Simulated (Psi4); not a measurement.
**C$_{4}$H$_{6}$ (charge +1): single-point calculation (part 1 of 2)**

The run: single-point calculation of C$_{4}$H$_{6}$, charge +1, multiplicity 2. Method and program: TPSSh/6-31G*, UKS (Psi4 1.11).

The geometry is that of the parent species in another charge or spin state. The geometry comes from this level: PBE0-D4/def2-TZVP.

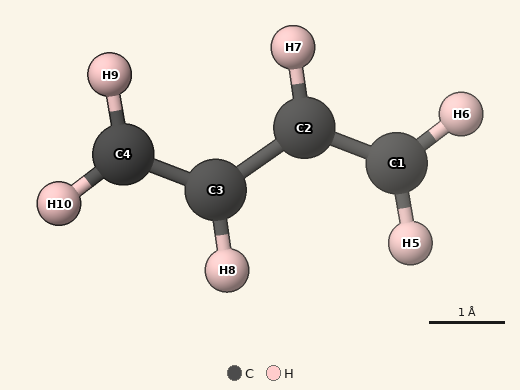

Fig. 1: The structure as given in the input (ball-and-stick view, seen on its broad side; atoms are numbered from 1 in the order of the input). Bond lengths as drawn: C–C 1.33 to 1.45 Å and C–H 1.08 to 1.09 Å.

## Input file (calc.dat)
```
memory 1600 MB

molecule system {
  1 2
  C     -1.238700     0.817200    -1.071400
  C     -0.552400     0.453400     0.010700
  C      0.569100    -0.463500    -0.010200
  C      1.255300    -0.827500     1.072000
  H     -0.984700     0.433100    -2.054200
  H     -2.072000     1.506400    -1.011400
  H     -0.830800     0.855200     0.982800
  H      0.847600    -0.865200    -0.982300
  H      1.001000    -0.443600     2.054900
  H      2.088600    -1.516600     1.012000
  units angstrom
  symmetry c1
  no_reorient
  no_com
}

set basis 6-31G*
set reference uks
set puream true
set e_convergence 1e-09
set d_convergence 1e-08
set scf_type pk
set dft_radial_points 99
set dft_spherical_points 590
set maxiter 200

E, wfn = energy('tpssh', return_wfn=True)
oeprop(wfn, 'MULLIKEN_CHARGES', 'MAYER_INDICES', 'QUADRUPOLE', title='TPSSH')
print_variables()
```

Hardware: 1 thread of AMD EPYC (Zen 3), 64 GiB of memory available, shared host.

Command:
```bash
psi4 -i calc.dat -o calc.out -n 1
```

## Log
```
Psi4 1.11 release

   => Loading Basis Set <=

    Name: 6-31G*
    Role: ORBITAL
    Keyword: BASIS

         ---------------------------------------------------------
                                   SCF
                              UKS Reference
                        1 Threads,   1525 MiB Core
         ---------------------------------------------------------

  ==> Geometry <==

    Molecular point group: c1
    Full point group: C1

    Geometry (in Angstrom), charge = 1, multiplicity = 2:

       Center              X                  Y                   Z               Mass
    ------------   -----------------  -----------------  -----------------  -----------------
         C           -1.238700000000     0.817200000000    -1.071400000000    12.000000000000
         C           -0.552400000000     0.453400000000     0.010700000000    12.000000000000
         C            0.569100000000    -0.463500000000    -0.010200000000    12.000000000000
         C            1.255300000000    -0.827500000000     1.072000000000    12.000000000000
         H           -0.984700000000     0.433100000000    -2.054200000000     1.007825032230
         H           -2.072000000000     1.506400000000    -1.011400000000     1.007825032230
         H           -0.830800000000     0.855200000000     0.982800000000     1.007825032230
         H            0.847600000000    -0.865200000000    -0.982300000000     1.007825032230
         H            1.001000000000    -0.443600000000     2.054900000000     1.007825032230
         H            2.088600000000    -1.516600000000     1.012000000000     1.007825032230

  Running in c1 symmetry.

  Rotational constants: A =      1.41633  B =      0.14926  C =      0.13503 [cm^-1]
  Rotational constants: A =  42460.52203  B =   4474.65866  C =   4048.06366 [MHz]
  Nuclear repulsion =  104.141005028576885

  Charge       = 1
  Multiplicity = 2
  Electrons    = 29
  Nalpha       = 15
  Nbeta        = 14

  ==> Algorithm <==

  SCF Algorithm Type is PK.
  DIIS enabled.
  MOM disabled.
  Fractional occupation disabled.
  Guess Type is SAD.
  Energy threshold   = 1.00e-09
  Density threshold  = 1.00e-08
  Integral threshold = 1.00e-12

  ==> Primary Basis <==

  Basis Set: 6-31G*
    Blend: 6-31G*
    Number of shells: 36
    Number of basis functions: 68
    Number of Cartesian functions: 72
    Spherical Harmonics?: true
    Max angular momentum: 2

  ==> DFT Potential <==

   => LibXC <=

    Version 7.1.2

   => Composite Functional: TPSSH <=

    TPSSh Hyb-GGA Exchange-Correlation Functional

    Deriv               =              1
    GGA                 =           TRUE
    Meta                =           TRUE

    Exchange Hybrid     =           TRUE
    MP2 Hybrid          =          FALSE

   => Exchange Functionals <=

    0.9000   Tao, Perdew, Staroverov & Scuseria

   => Exact (HF) Exchange <=

    0.1000               HF

   => Correlation Functionals <=

    1.0000   Tao, Perdew, Staroverov & Scuseria

   => LibXC Density Thresholds  <==

    XC_HYB_MGGA_XC_TPSSH:  1.00E-15

   => Molecular Quadrature <=

    Radial Scheme          =       TREUTLER
    Pruning Scheme         =           NONE
    Nuclear Scheme         =       TREUTLER

    Blocking Scheme        =         OCTREE
    BS radius alpha        =              1
    Pruning alpha          =              1
    Radial Points          =             99
    Spherical Points       =            590
    Total Points           =         548421
    Total Blocks           =           3893
    Max Points             =            256
    Max Functions          =             67
    Weights Tolerance      =       1.00E-15

  ==> Integral Setup <==

  Using in-core PK algorithm.
   Calculation information:
      Number of atoms:                  10
      Number of AO shells:              36
      Number of primitives:             84
      Number of atomic orbitals:        72
      Number of basis functions:        68

      Integral cutoff                 1.00e-12
      Number of threads:                 1

  Performing in-core PK
  Using 5506062 doubles for integral storage.
  We computed 210111 shell quartets total.
  Whereas there are 222111 unique shell quartets.

  ==> DiskJK: Disk-Based J/K Matrices <==

    J tasked:                  Yes
    K tasked:                  Yes
    wK tasked:                  No
    Memory [MiB]:              163
    Schwarz Cutoff:          1E-12

  Cached 33.3% of DFT collocation blocks in 0.757 [GiB].

  Minimum eigenvalue in the overlap matrix is 3.5888059818E-03.
  Reciprocal condition number of the overlap matrix is 7.4098345006E-04.
    Using symmetric orthogonalization.

  ==> Pre-Iterations <==

  SCF Guess: Superposition of Atomic Densities via on-the-fly atomic UHF (no occupation information).

   -------------------------
    Irrep   Nso     Nmo
   -------------------------
     A         68      68
   -------------------------
    Total      68      68
   -------------------------

  ==> Iterations <==

                        Total Energy        Delta E     RMS |[F,P]|

   @UKS iter SAD:  -155.36021035575936   -1.55360e+02   0.00000e+00
   @UKS iter   1:  -155.55804452057703   -1.97834e-01   6.85418e-03 DIIS/ADIIS
   @UKS iter   2:  -155.58084761741284   -2.28031e-02   6.16128e-03 DIIS/ADIIS
   @UKS iter   3:  -155.68212401002748   -1.01276e-01   8.80643e-04 DIIS/ADIIS
   @UKS iter   4:  -155.68388746415710   -1.76345e-03   3.86973e-04 DIIS/ADIIS
   @UKS iter   5:  -155.68429275567266   -4.05292e-04   4.99163e-05 DIIS
   @UKS iter   6:  -155.68431722572794   -2.44701e-05   2.30496e-05 DIIS
   @UKS iter   7:  -155.68432145062857   -4.22490e-06   1.71152e-05 DIIS
   @UKS iter   8:  -155.68432224191889   -7.91290e-07   6.83398e-06 DIIS
   @UKS iter   9:  -155.68432238867825   -1.46759e-07   7.64767e-07 DIIS
   @UKS iter  10:  -155.68432239154046   -2.86221e-09   2.28404e-07 DIIS
   @UKS iter  11:  -155.68432239169246   -1.51999e-10   1.79893e-07 DIIS
   @UKS iter  12:  -155.68432239177088   -7.84155e-11   3.45880e-08 DIIS
   @UKS iter  13:  -155.68432239177446   -3.58114e-12   4.62505e-09 DIIS
  Energy and wave function converged.

  ==> Post-Iterations <==

   Electrons on quadrature grid:
      Nalpha   =   14.9999996800 ; deviation = -3.200e-07
      Nbeta    =   13.9999997634 ; deviation = -2.366e-07
      Ntotal   =   28.9999994434 ; deviation = -5.566e-07

   @Spin Contamination Metric:   1.678901401E-02
   @S^2 Expected:                7.500000000E-01
   @S^2 Observed:                7.667890140E-01
   @S   Expected:                5.000000000E-01
   @S   Observed:                5.000000000E-01

    Orbital Energies [Eh]
    ---------------------

    Alpha Occupied:

       1A    -10.387097     2A    -10.387074     3A    -10.383109
       4A    -10.382863     5A     -1.047464     6A     -0.980888
       7A     -0.835085     8A     -0.774588     9A     -0.694291
      10A     -0.689540    11A     -0.623900    12A     -0.607741
      13A     -0.573085    14A     -0.563576    15A     -0.493904

    Alpha Virtual:

      16A     -0.297157    17A     -0.178627    18A     -0.092550
      19A     -0.076280    20A     -0.071470    21A     -0.030995
      22A     -0.017978    23A      0.016373    24A      0.100558
      25A      0.126060    26A      0.169017    27A      0.237941
      28A      0.287690    29A      0.290650    30A      0.332254
      31A      0.371506    32A      0.403489    33A      0.429010
      34A      0.436747    35A      0.444400    36A      0.459286
      37A      0.626814    38A      0.639441    39A      0.651013
      40A      0.674821    41A      0.721148    42A      0.728994
      43A      0.750775    44A      0.840081    45A      0.899296
      46A      0.922723    47A      1.057527    48A      1.122151
      49A      1.134456    50A      1.142385    51A      1.257662
      52A      1.371246    53A      1.488711    54A      1.563484
      55A      1.639951    56A      1.718639    57A      1.802784
      58A      1.837655    59A      1.881745    60A      1.927432
      61A      2.074631    62A      2.145002    63A      2.172377
      64A      2.219052    65A      2.371365    66A      2.487974
      67A      2.703027    68A      2.765586

    Beta Occupied:

       1A    -10.381956     2A    -10.381704     3A    -10.379573
       4A    -10.379551     5A     -1.035422     6A     -0.960094
       7A     -0.824357     8A     -0.769796     9A     -0.688952
      10A     -0.684865    11A     -0.618894    12A     -0.604708
      13A     -0.562811    14A     -0.538260

    Beta Virtual:

      15A     -0.413736    16A     -0.249619    17A     -0.150268
      18A     -0.089011    19A     -0.071591    20A     -0.061861
      21A     -0.022457    22A     -0.013324    23A      0.022419
      24A      0.109205    25A      0.130204    26A      0.174704
      27A      0.243269    28A      0.296147    29A      0.310285
      30A      0.371489    31A      0.379336    32A      0.410362
      33A      0.439976    34A      0.459048    35A      0.461171
      36A      0.479169    37A      0.638676    38A      0.653190
      39A      0.658182    40A      0.682604    41A      0.731227
      42A      0.745741    43A      0.770039    44A      0.856110
      45A      0.908659    46A      0.931069    47A      1.079111
      48A      1.129255    49A      1.146265    50A      1.170430
      51A      1.288760    52A      1.416806    53A      1.525201
      54A      1.587049    55A      1.658763    56A      1.731358
      57A      1.839663    58A      1.860752    59A      1.915144
      60A      1.952654    61A      2.106653    62A      2.175253
      63A      2.193485    64A      2.242473    65A      2.395427
      66A      2.508324    67A      2.719806    68A      2.782173

    Final Occupation by Irrep:
              A
    DOCC [    14 ]
    SOCC [     1 ]
    NA   [    15 ]
    NB   [    14 ]

  @UKS Final Energy:  -155.68432239177446

   => Energetics <=

    Nuclear Repulsion Energy =            104.1410050285768847
    One-Electron Energy =                -406.7202654840040168
    Two-Electron Energy =                 168.2896739645557034
    DFT Exchange-Correlation Energy =     -21.3947359009030471
    Empirical Dispersion Energy =           0.0000000000000000
    VV10 Nonlocal Energy =                  0.0000000000000000
    Total Energy =                       -155.6843223917744581

  UHF NO Occupations:
  HONO-2 :   13  A 1.9996684
  HONO-1 :   14  A 1.9925002
  HONO-0 :   15  A 1.0000000
  LUNO+0 :   16  A 0.0074998
  LUNO+1 :   17  A 0.0003316
  LUNO+2 :   18  A 0.0003248
  LUNO+3 :   19  A 0.0000863

Computation Completed

Properties will be evaluated at   0.000000,   0.000000,   0.000000 [a0]

Properties computed using the SCF density matrix

 Multipole Moments:

 ------------------------------------------------------------------------------------
     Multipole            Electronic (a.u.)      Nuclear  (a.u.)        Total (a.u.)
 ------------------------------------------------------------------------------------

 L = 1.  Multiply by 2.5417464519 to convert [e a0] to [Debye]
 Dipole X            :         -0.4557013            0.4714867            0.0157854
 Dipole Y            :          0.2795616           -0.2893171           -0.0097555
 Dipole Z            :         -0.0152842            0.0158737            0.0005895
 Magnitude           :                                                    0.0185660
```
